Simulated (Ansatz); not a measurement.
## ZnO: carrier doping

Start from ZnO (space group P4_2/mnm, No. 136; a cell from a computed database, its experimental status unchecked).

```cif
data_O4Zn4
_chemical_formula_sum 'Zn4 O4'
_space_group_name_H-M_alt 'P 1'
_space_group_IT_number 1
_cell_length_a 5.51565
_cell_length_b 5.51565
_cell_length_c 3.24011
_cell_angle_alpha 90.000
_cell_angle_beta 90.000
_cell_angle_gamma 90.000
loop_
_space_group_symop_operation_xyz
  'x, y, z'
loop_
_atom_site_label
_atom_site_type_symbol
_atom_site_fract_x
_atom_site_fract_y
_atom_site_fract_z
_atom_site_occupancy
Zn1 Zn 0.18196 0.18196 0.50000 1
Zn2 Zn 0.81804 0.81804 0.50000 1
Zn3 Zn 0.31804 0.68196 0.00000 1
Zn4 Zn 0.68196 0.31804 0.00000 1
O1 O 0.81809 0.18191 0.50000 1
O2 O 0.18191 0.81809 0.50000 1
O3 O 0.31809 0.31809 0.00000 1
O4 O 0.68191 0.68191 0.00000 1
```

Carriers are added at fixed cell with a uniform background; the Fermi–Dirac width is that of 300 K.

Method: PBEsol (Ansatz, a first-principles code; PAW; 420 eV plane waves; no SOC).

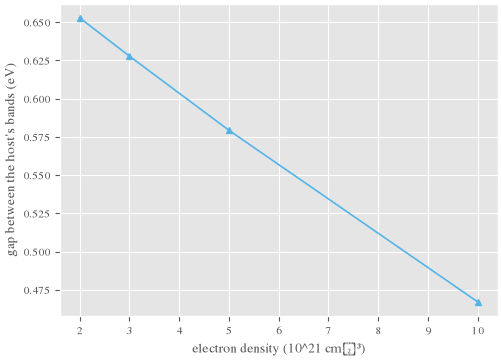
*Gap between the host's bands against electron density*

| electron density (10^21 cm⁻³) | gap between the host's bands |
|---|---|
| 2 | 0.65 eV |
| 3 | 0.63 eV |
| 5 | 0.58 eV |
| 10 | 0.47 eV |

Charged cell with a jellium background: band edges are those of the host's band count, energies are not comparable with the neutral cell, and many-body gap narrowing is missing. Whether these cells are dynamically stable was not tested. This is not the structure that ZnO has at room temperature and ambient pressure.
